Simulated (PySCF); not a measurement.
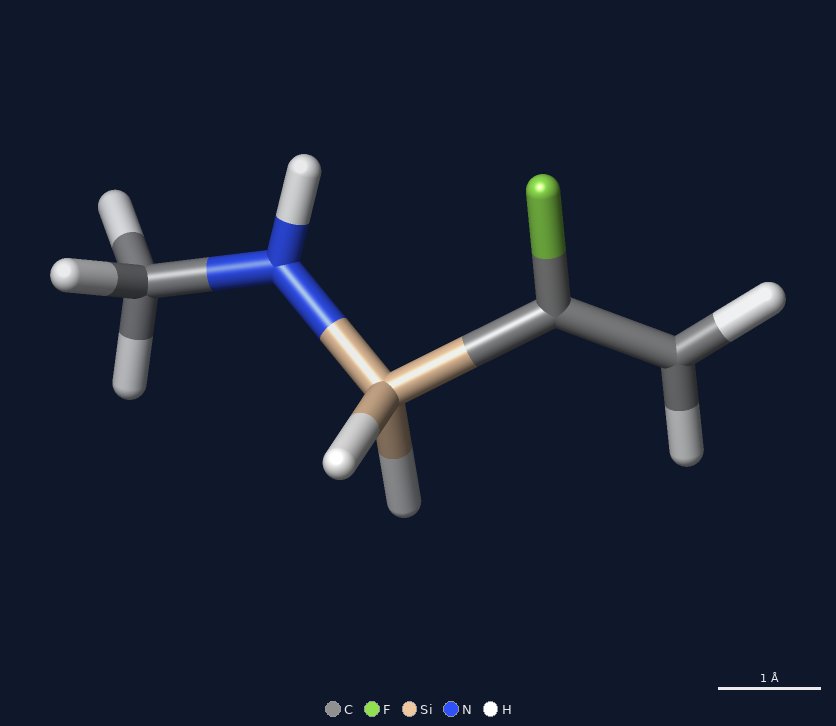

The geometry was computed by an optimisation with PBE0-D3(BJ)/def2-SVP. No frequency run is at hand to confirm it as a minimum.

Describe the molecule.

The molecule is C₃H₈FNSi. SMILES: `C=C(F)[SiH2]NC`. It has no ring. Among its groups: alkene, C–F bond, Si–H bond, Si–N bond. This geometry has C1 symmetry. Coordination, clear cases only: 2 C trigonal planar; 1 Si tetrahedral; 1 C tetrahedral.

More results for the same structure follow; atom numbers are the same in all pictures, views and colours differ.

## Geometry

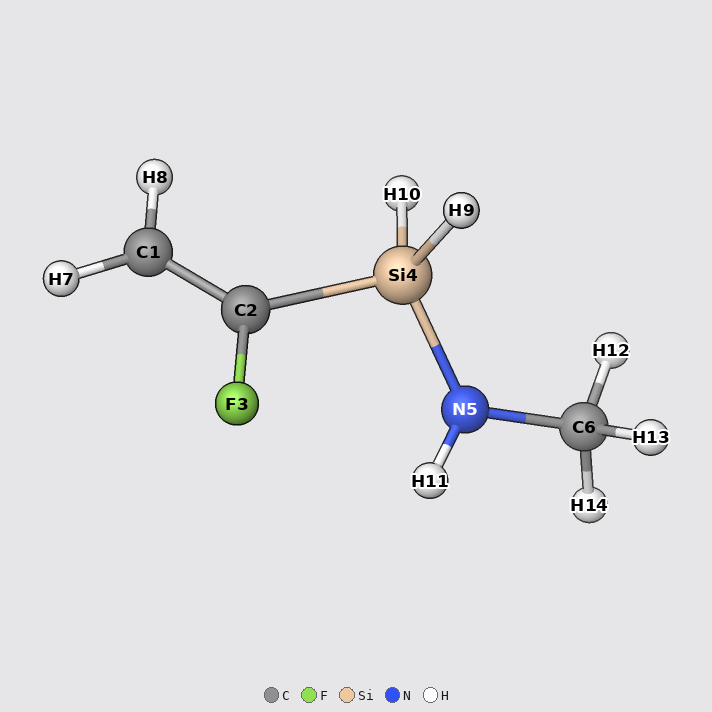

No frequency run is at hand to confirm it as a minimum.

Estimate the angles C2–C1–H7, C2–C1–H8, C2–Si4–N5, C2–Si4–H10, F3–C2–Si4, Si4–N5–C6, Si4–N5–H11, N5–Si4–H9, N5–Si4–H10, N5–C6–H12, N5–C6–H14, C6–N5–H11.

```json
{"angle": "C2–C1–H7", "degrees": "121.3"}
{"angle": "C2–C1–H8", "degrees": "119.8"}
{"angle": "C2–Si4–N5", "degrees": "105.4"}
{"angle": "C2–Si4–H10", "degrees": "109.2"}
{"angle": "F3–C2–Si4", "degrees": "113.1"}
{"angle": "Si4–N5–C6", "degrees": "125.5"}
{"angle": "Si4–N5–H11", "degrees": "115.6"}
{"angle": "N5–Si4–H9", "degrees": "115.0"}
{"angle": "N5–Si4–H10", "degrees": "111.5"}
{"angle": "N5–C6–H12", "degrees": "110.0"}
{"angle": "N5–C6–H14", "degrees": "111.3"}
{"angle": "C6–N5–H11", "degrees": "114.6"}
```

## Levels of theory compared

No frequency run is at hand to confirm it as a minimum. Program: PySCF 2.14.0.

At this fixed geometry, give dipole (D), HOMO–LUMO gap (eV) at these levels: LC-wPBE/def2-SVPD; LDA/def2-SVPD; PBE/def2-SVPD; PBE0/6-31G*; PBE0/def2-SVP; PBE0/def2-SVPD.

```tsv
level	dipole (D)	HOMO–LUMO gap (eV)
LC-wPBE/def2-SVPD	0.97	11.57
LDA/def2-SVPD	0.91	4.05
PBE/def2-SVPD	0.88	4.19
PBE0/6-31G*	0.81	6.78
PBE0/def2-SVP	0.93	6.65
PBE0/def2-SVPD	0.92	6.53
```

## Core levels

No frequency run is at hand to confirm it as a minimum. Properties computed with delta-SCF UKS B3LYP, pcX-2 on the ionised atom, pcseg-1 elsewhere, spin-free X2C (PySCF 2.14.0).

Give the core-electron binding energies (to vacuum; p and d levels without spin–orbit splitting) of C1 1s, C2 1s, F3 1s, Si4 1s, Si4 2p, N5 1s, C6 1s.

```tsv
atom	level	binding energy (eV)
C1	1s	290.6
C2	1s	292.4
F3	1s	692.4
Si4	1s	1845.5
Si4	2p	107.2
N5	1s	404.4
C6	1s	291.8
```

## Polarisability

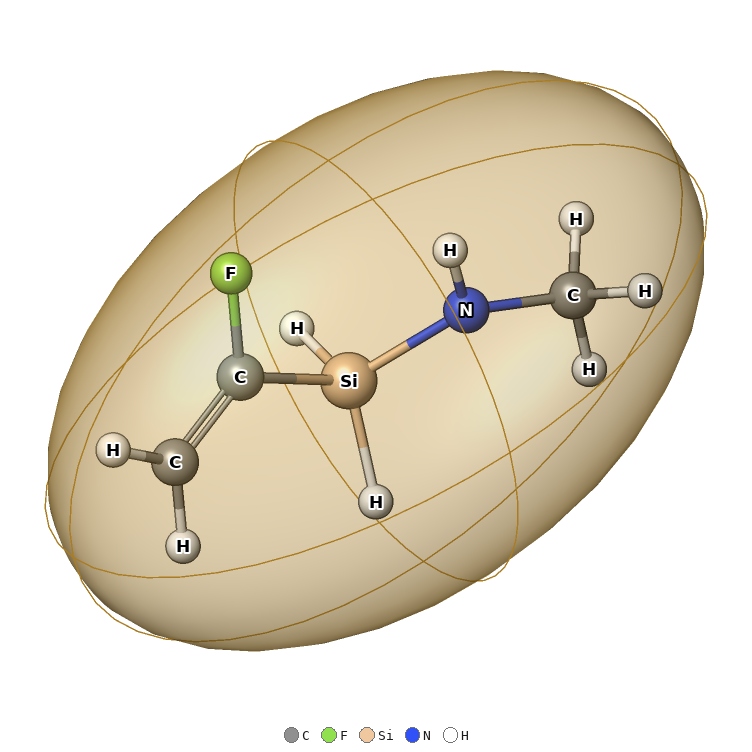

The ellipsoid shows the static dipole polarisability: its half-axes are proportional to the principal values. No frequency run is at hand to confirm it as a minimum. Level of theory: PBE0/6-31G* (PySCF 2.14.0).

Question: How large and how anisotropic is the polarisability?

Answer: Principal values 45.6, 54.7, 80.9 bohr³; mean 60.4 bohr³ (8.95 Å³); anisotropy 31.7 bohr³, so the longest axis is 1.77 times the shortest.
